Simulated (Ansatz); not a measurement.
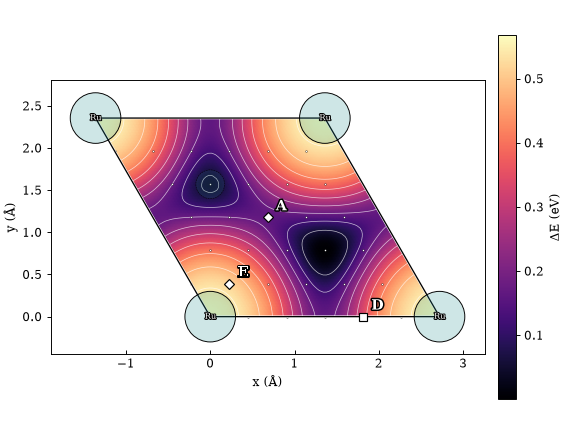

Cl on a Ru(001) slab cut from the P6_3/mmc phase, its upper half relaxed before the scan (16 atoms of substrate and one adsorbate in a 2 × 2 cell). Cl is moved over the surface cell; relaxed at each place: the height of the adsorbate's atoms; substrate rigid; the origin of the map has the adsorbate above Ru13. Places are given modulo a cell vector. The map is drawn in real space over the plane of the surface. The scan uses a 6 × 6 grid; 10 points were computed and 26 follow by symmetry. Places are given in fractions of the 1 × 1 surface cell. Energies are in eV, from the lowest grid point. The calculation used Ansatz 0.2.0, DFT PBE, scalar-relativistic, plane waves, PAW. Settings: cutoff 420 eV, k-mesh 6×6×1, gaussian smearing 0.1 eV, no spin polarisation.

In the figure: a smooth colour map with a few white contour lines, dots at the grid points, labelled circles for the atoms of the top layer and small ones for the second layer, the outline of one cell of the plane, lettered points. Between grid points the surface is interpolated.

What kind of point is each of A, D: minimum, saddle, maximum or slope?

A: saddle point; D: on a slope. (In these two coordinates alone; a stationary point may lie a little off the grid point.)

Rank the lettered points by energy, lowest first.

A (0.164 eV), D (0.339 eV), E (0.517 eV).

PAW datasets: the set soft_1.
